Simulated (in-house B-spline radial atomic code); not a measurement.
**Mo: excited configurations**

How much energy does it take to promote electrons of Mo to other shells? Each configuration is solved by itself and compared with the reference.

Method: scalar-relativistic (spin-free one-electron X2C) revTPSS, spin-polarised, spherical fractional occupations, Fermi nucleus, basis-set limit. Code: in-house B-spline radial atomic code version 1.

### Step 1. Starting point

| Item | Value |
| --- | --- |
| element | molybdenum (Z = 42) |
| charge | 0 |
| electrons | 42 |
| configuration | [Kr] 4d5 5s1 |
| Hamiltonian | scalar-relativistic (X2C) |
| nucleus | Fermi, rms radius 4.409 fm |

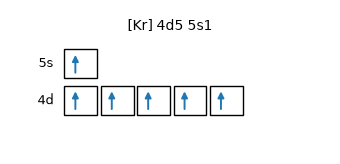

Occupation of the outer shells (arrows by Hund's rule).

Where spins are not typed, each open shell is filled with up spins first.

### Step 2. The base configuration

Settings of the run:

```ini
Z = 42
electrons = 42.0
configuration = [Kr] 4d5 5s1
hamiltonian = x2c
method = revtpss,revtpss
spin_polarised = True
nucleus = fermi
rms_radius = 4.4091
mass_number = 98
atomic_mass = 97.905403609
speed_of_light = 137.035999084
```

The program writes no log. Results of the run, from its result record (rounded, main fields):

```text
{
  "status": "converged",
  "scf [iteration, energy, orbital gradient]": [
    [1, -4047.46130769, 0.0651],
    [2, -4047.46457942, 0.00224],
    [3, -4047.46464019, 0.000739],
    [4, -4047.46464405, 0.00032],
    [5, -4047.4646443, 8.38e-05],
    [6, -4047.46464439, 4.46e-05],
    [7, -4047.4646445, 1.63e-05],
    [8, -4047.46464452, 9.49e-07],
    [9, -4047.46464452, 6.79e-08]
  ],
  "energy [hartree]": {"total": -4047.46464451, "kinetic": 4196.69436213, "nuclear": -9781.31700009, "coulomb": 1661.04956094, "xc": -123.891567497},
  "orbitals [hartree, bohr; first row names the columns]": [
    ["name", "occ", "eps", "<r>", "<r^2>", "<1/r>", "r_max"],
    ["1s up", 1.0, -728.2933, 0.034652, 0.0016312, 44.999, 0.02228],
    ["1s down", 1.0, -728.29315, 0.034652, 0.0016312, 44.999, 0.02228],
    ["2s up", 1.0, -102.87164, 0.15322, 0.027741, 10.068, 0.12941],
    ["2s down", 1.0, -102.85677, 0.15321, 0.027737, 10.069, 0.1294],
    ["2p up", 3.0, -91.872459, 0.13379, 0.021887, 9.5567, 0.10337],
    ["2p down", 3.0, -91.860614, 0.13378, 0.021883, 9.5575, 0.10336],
    ["3s up", 1.0, -17.547393, 0.42835, 0.21032, 3.4188, 0.38343],
    ["3s down", 1.0, -17.539564, 0.42836, 0.2103, 3.4178, 0.38352],
    ["3p up", 3.0, -13.936908, 0.43044, 0.21573, 3.2099, 0.37716],
    ["3p down", 3.0, -13.926613, 0.4304, 0.21564, 3.2092, 0.37727],
    ["3d up", 5.0, -8.0938731, 0.41559, 0.20783, 2.9668, 0.32274],
    ["3d down", 5.0, -8.0755009, 0.41537, 0.20749, 2.9671, 0.32294],
    ["4s up", 1.0, -2.3955358, 1.1146, 1.4088, 1.2269, 0.99313],
    ["4s down", 1.0, -2.3013149, 1.1058, 1.3864, 1.2392, 0.98691],
    ["4p up", 3.0, -1.4459481, 1.2458, 1.782, 1.0777, 1.0763],
    ["4p down", 3.0, -1.334771, 1.2338, 1.7491, 1.0913, 1.0658],
    ["4d up", 5.0, -0.16606515, 1.9632, 4.8193, 0.69784, 1.3839],
    ["5s up", 1.0, -0.16659628, 3.4606, 13.75, 0.37078, 2.8925]
  ],
  "sum_r [bohr^k]": {"-1": 236.0745, "1": 31.70826, "2": 55.21685}
}
```

It took 0.39 s on 1 thread, shared host.

Meta-GGA runs start from a PBE run whose iterations are not counted.

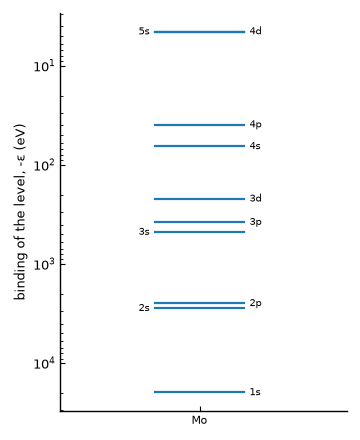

Orbital energies of this run on a logarithmic scale (up spins).

### Step 3. Configuration [Ar] 3d10 4s2 4p5 4d5 5s1 5f1

The settings differ from step 2 so:

```diff
@@ -2,3 +2,3 @@
 electrons = 42.0
-configuration = [Kr] 4d5 5s1
+configuration = [Ar] 3d10 4s2 4p5 4d5 5s1 5f1
 hamiltonian = x2c
```

Main fields:

```text
{
  "status": "converged",
  "iterations": 12,
  "energy [hartree]": {"total": -4045.97234458, "kinetic": 4195.18440062, "nuclear": -9761.38482341, "coulomb": 1643.79288223, "xc": -123.564804019},
  "orbitals [hartree, bohr; first row names the columns]": [
    ["name", "occ", "eps", "<r>"],
    ["1s up", 1.0, -728.76879, 0.034651],
    ["1s down", 1.0, -728.76255, 0.034651],
    ["2s up", 1.0, -103.31895, 0.15322],
    ["2s down", 1.0, -103.29701, 0.1532],
    ["2p up", 3.0, -92.323719, 0.13378],
    ["2p down", 3.0, -92.302612, 0.13377],
    ["3s up", 1.0, -17.989373, 0.42829],
    ["3s down", 1.0, -17.973983, 0.4283],
    ["3p up", 3.0, -14.37988, 0.43037],
    ["3p down", 3.0, -14.359831, 0.43026],
    ["3d up", 5.0, -8.5372067, 0.4155],
    ["3d down", 5.0, -8.5052492, 0.415],
    ["4s up", 1.0, -2.8145608, 1.1048],
    ["4s down", 1.0, -2.6464489, 1.0977],
    ["4p up", 3.0, -1.8513938, 1.225],
    ["4p down", 2.0, -1.6703883, 1.2201],
    ["4d up", 5.0, -0.51001891, 1.7139],
    ["5s up", 1.0, -0.38909779, 3.0241],
    ["5f up", 1.0, -0.014333293, 28.855]
  ],
  "sum_r [bohr^k]": {"-1": 235.6004, "1": 57.53584, "2": 977.2659},
  "energy_minus_base [hartree]": 1.49229993
}
```

Wall time 1.7 s (1 thread, shared host).

energy_minus_base is the energy less that of the reference run.

### Step 4. Run with [Kr] 4d5 5p1

The settings differ from step 3 so:

```diff
@@ -2,3 +2,3 @@
 electrons = 42.0
-configuration = [Ar] 3d10 4s2 4p5 4d5 5s1 5f1
+configuration = [Kr] 4d5 5p1
 hamiltonian = x2c
```

Main fields:

```text
{
  "status": "converged",
  "iterations": 9,
  "energy [hartree]": {"total": -4047.33798471, "kinetic": 4196.5443112, "nuclear": -9779.05420372, "coulomb": 1659.00959542, "xc": -123.837687606},
  "orbitals [hartree, bohr; first row names the columns]": [
    ["name", "occ", "eps", "<r>"],
    ["1s up", 1.0, -728.3429, 0.034652],
    ["1s down", 1.0, -728.34326, 0.034652],
    ["2s up", 1.0, -102.91931, 0.15323],
    ["2s down", 1.0, -102.90436, 0.15321],
    ["2p up", 3.0, -91.920247, 0.13379],
    ["2p down", 3.0, -91.908282, 0.13378],
    ["3s up", 1.0, -17.595884, 0.42835],
    ["3s down", 1.0, -17.588164, 0.42837],
    ["3p up", 3.0, -13.985394, 0.43044],
    ["3p down", 3.0, -13.97517, 0.4304],
    ["3d up", 5.0, -8.1422441, 0.41559],
    ["3d down", 5.0, -8.1237855, 0.41538],
    ["4s up", 1.0, -2.4470712, 1.1152],
    ["4s down", 1.0, -2.3506665, 1.1063],
    ["4p up", 3.0, -1.4980107, 1.2455],
    ["4p down", 3.0, -1.3847428, 1.2343],
    ["4d up", 5.0, -0.21222152, 1.9187],
    ["5p up", 1.0, -0.068534027, 4.8438]
  ],
  "sum_r [bohr^k]": {"-1": 236.0203, "1": 32.87066, "2": 67.7104},
  "energy_minus_base [hartree]": 0.126659806
}
```

Wall time 0.28 s (1 thread, shared host).

### Step 5. Configuration [Kr] 4d4 5s1 6d1

The settings differ from step 4 so:

```diff
@@ -2,3 +2,3 @@
 electrons = 42.0
-configuration = [Kr] 4d5 5p1
+configuration = [Kr] 4d4 5s1 6d1
 hamiltonian = x2c
```

Main fields:

```text
{
  "status": "converged",
  "iterations": 12,
  "energy [hartree]": {"total": -4047.17287174, "kinetic": 4196.44226659, "nuclear": -9767.97908838, "coulomb": 1647.93018152, "xc": -123.566231464},
  "orbitals [hartree, bohr; first row names the columns]": [
    ["name", "occ", "eps", "<r>"],
    ["1s up", 1.0, -728.61377, 0.034652],
    ["1s down", 1.0, -728.61328, 0.034652],
    ["2s up", 1.0, -103.19651, 0.15322],
    ["2s down", 1.0, -103.18242, 0.15321],
    ["2p up", 3.0, -92.197063, 0.13379],
    ["2p down", 3.0, -92.185775, 0.13378],
    ["3s up", 1.0, -17.870894, 0.42834],
    ["3s down", 1.0, -17.863358, 0.42835],
    ["3p up", 3.0, -14.260371, 0.43043],
    ["3p down", 3.0, -14.250464, 0.43039],
    ["3d up", 5.0, -8.4175379, 0.41557],
    ["3d down", 5.0, -8.3999976, 0.41535],
    ["4s up", 1.0, -2.7098794, 1.1104],
    ["4s down", 1.0, -2.6214974, 1.1027],
    ["4p up", 3.0, -1.7540344, 1.2357],
    ["4p down", 3.0, -1.6504457, 1.2253],
    ["4d up", 4.0, -0.43919665, 1.7816],
    ["5s up", 1.0, -0.35995694, 3.0867],
    ["6d up", 1.0, -0.021213378, 19.159]
  ],
  "sum_r [bohr^k]": {"-1": 235.7572, "1": 47.74102, "2": 457.3872},
  "energy_minus_base [hartree]": 0.291772779
}
```

It took 0.8 s on 1 thread, shared host.

### Step 6. Configuration [Kr] 4d4 4f1 5s1

The settings differ from step 5 so:

```diff
@@ -2,3 +2,3 @@
 electrons = 42.0
-configuration = [Kr] 4d4 5s1 6d1
+configuration = [Kr] 4d4 4f1 5s1
 hamiltonian = x2c
```

Main fields:

```text
{
  "status": "converged",
  "iterations": 12,
  "energy [hartree]": {"total": -4047.16990128, "kinetic": 4196.43926234, "nuclear": -9767.90333617, "coulomb": 1647.8585509, "xc": -123.564378351},
  "orbitals [hartree, bohr; first row names the columns]": [
    ["name", "occ", "eps", "<r>"],
    ["1s up", 1.0, -728.61566, 0.034652],
    ["1s down", 1.0, -728.61515, 0.034652],
    ["2s up", 1.0, -103.19847, 0.15322],
    ["2s down", 1.0, -103.18439, 0.15321],
    ["2p up", 3.0, -92.199014, 0.13379],
    ["2p down", 3.0, -92.187736, 0.13378],
    ["3s up", 1.0, -17.872791, 0.42834],
    ["3s down", 1.0, -17.865258, 0.42835],
    ["3p up", 3.0, -14.262267, 0.43043],
    ["3p down", 3.0, -14.252365, 0.43039],
    ["3d up", 5.0, -8.4194379, 0.41556],
    ["3d down", 5.0, -8.4019116, 0.41535],
    ["4s up", 1.0, -2.7115763, 1.1104],
    ["4s down", 1.0, -2.6232742, 1.1027],
    ["4p up", 3.0, -1.7557022, 1.2357],
    ["4p down", 3.0, -1.6521817, 1.2253],
    ["4d up", 4.0, -0.44064775, 1.7792],
    ["4f up", 1.0, -0.017086605, 16.797],
    ["5s up", 1.0, -0.35964511, 3.0739]
  ],
  "sum_r [bohr^k]": {"-1": 235.7554, "1": 45.35513, "2": 349.3344},
  "energy_minus_base [hartree]": 0.294743232
}
```

It took 0.93 s on 1 thread, shared host.

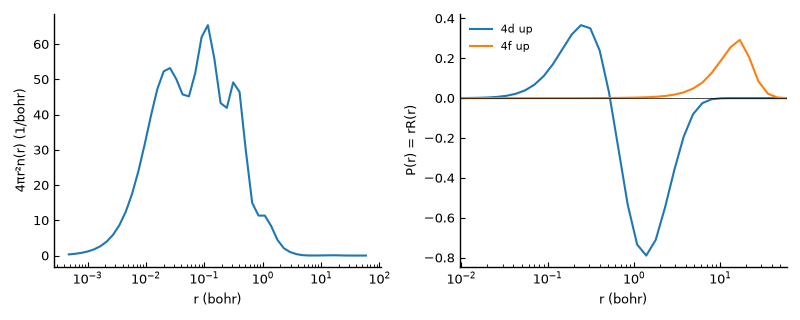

Radial density (left) and the radial functions of 4d up, 4f up (right).

On the record's full grid the radial density has clear maxima near r = 0.026, 0.12, 0.31, 17 bohr.

### Step 7. Run with [Kr] 4d4 5s1 6s1

The settings differ from step 6 so:

```diff
@@ -2,3 +2,3 @@
 electrons = 42.0
-configuration = [Kr] 4d4 4f1 5s1
+configuration = [Kr] 4d4 5s1 6s1
 hamiltonian = x2c
```

Main fields:

```text
{
  "status": "converged",
  "iterations": 9,
  "energy [hartree]": {"total": -4047.2259035, "kinetic": 4196.49744034, "nuclear": -9770.56155386, "coulomb": 1650.43751088, "xc": -123.599300853},
  "orbitals [hartree, bohr; first row names the columns]": [
    ["name", "occ", "eps", "<r>"],
    ["1s up", 1.0, -728.55285, 0.034652],
    ["1s down", 1.0, -728.55226, 0.034652],
    ["2s up", 1.0, -103.13599, 0.15322],
    ["2s down", 1.0, -103.12191, 0.15321],
    ["2p up", 3.0, -92.136514, 0.13379],
    ["2p down", 3.0, -92.12522, 0.13378],
    ["3s up", 1.0, -17.810357, 0.42834],
    ["3s down", 1.0, -17.802786, 0.42835],
    ["3p up", 3.0, -14.19984, 0.43043],
    ["3p down", 3.0, -14.189895, 0.43039],
    ["3d up", 5.0, -8.3570263, 0.41557],
    ["3d down", 5.0, -8.3394679, 0.41535],
    ["4s up", 1.0, -2.6492653, 1.1104],
    ["4s down", 1.0, -2.561097, 1.1027],
    ["4p up", 3.0, -1.6934532, 1.2359],
    ["4p down", 3.0, -1.5900474, 1.2254],
    ["4d up", 4.0, -0.37942773, 1.7837],
    ["5s up", 1.0, -0.3014104, 3.0969],
    ["6s up", 1.0, -0.055711908, 8.7741]
  ],
  "sum_r [bohr^k]": {"-1": 235.8187, "1": 37.37492, "2": 128.1602},
  "energy_minus_base [hartree]": 0.238741014
}
```

Run time: 0.29 s. Hardware: 1 thread, shared host.

### Step 8. Run with [Kr] 4d5 5f1

The settings differ from step 7 so:

```diff
@@ -2,3 +2,3 @@
 electrons = 42.0
-configuration = [Kr] 4d4 5s1 6s1
+configuration = [Kr] 4d5 5f1
 hamiltonian = x2c
```

Main fields:

```text
{
  "status": "converged",
  "iterations": 11,
  "energy [hartree]": {"total": -4047.22200334, "kinetic": 4196.42299354, "nuclear": -9772.29764789, "coulomb": 1652.41824127, "xc": -123.765590258},
  "orbitals [hartree, bohr; first row names the columns]": [
    ["name", "occ", "eps", "<r>"],
    ["1s up", 1.0, -728.50295, 0.034652],
    ["1s down", 1.0, -728.50361, 0.034652],
    ["2s up", 1.0, -103.07701, 0.15323],
    ["2s down", 1.0, -103.06172, 0.15321],
    ["2p up", 3.0, -92.078057, 0.13379],
    ["2p down", 3.0, -92.066001, 0.13378],
    ["3s up", 1.0, -17.75382, 0.42835],
    ["3s down", 1.0, -17.746112, 0.42837],
    ["3p up", 3.0, -14.143327, 0.43044],
    ["3p down", 3.0, -14.133116, 0.4304],
    ["3d up", 5.0, -8.3000703, 0.41559],
    ["3d down", 5.0, -8.2814538, 0.41539],
    ["4s up", 1.0, -2.6071774, 1.1163],
    ["4s down", 1.0, -2.5091615, 1.107],
    ["4p up", 3.0, -1.6595963, 1.247],
    ["4p down", 3.0, -1.5441424, 1.2356],
    ["4d up", 5.0, -0.37149634, 1.8558],
    ["5f up", 1.0, -0.014297417, 29.018]
  ],
  "sum_r [bohr^k]": {"-1": 235.8594, "1": 56.7404, "2": 980.7365},
  "energy_minus_base [hartree]": 0.242641177
}
```

Wall time 1.6 s (1 thread, shared host).

### Step 9. The excitation energies

| net move | configuration | 2|M_S|+1 | energy above the reference (eV) | largest <r> (bohr) |
| --- | --- | --- | --- | --- |
| 5s → 5p | [Kr] 4d5 5p1 | 7 | 3.447 | 4.84 |
| 4d → 6s | [Kr] 4d4 5s1 6s1 | 7 | 6.496 | 8.77 |
| 5s → 5f | [Kr] 4d5 5f1 | 7 | 6.603 | 29.0 |
| 4d → 6d | [Kr] 4d4 5s1 6d1 | 7 | 7.940 | 19.2 |
| 4d → 4f | [Kr] 4d4 4f1 5s1 | 7 | 8.020 | 16.8 |
| 4p → 5f | [Ar] 3d10 4s2 4p5 4d5 5s1 5f1 | 9 | 40.608 | 28.9 |

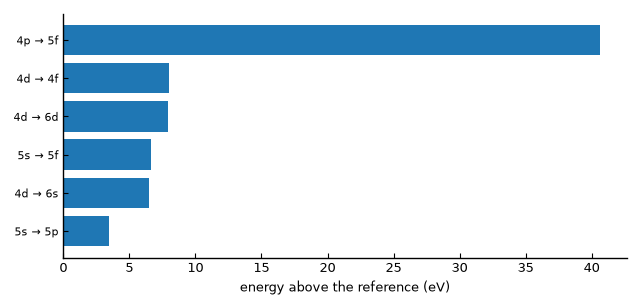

The configurations in order of energy, labelled by the net move of electrons.

What this shows: At the bottom stands 5s → 5p (3.447 eV), at the top 4p → 5f (40.608 eV). 3 of them lie more than 60 % above minus the reference's highest level (4.519 eV), in the range where a state can decay by emitting an electron. The reference has 2|M_S|+1 = 7; 1 of the configurations differ from it in spin. These are spherical averages at the typed spins, not spectroscopic levels.
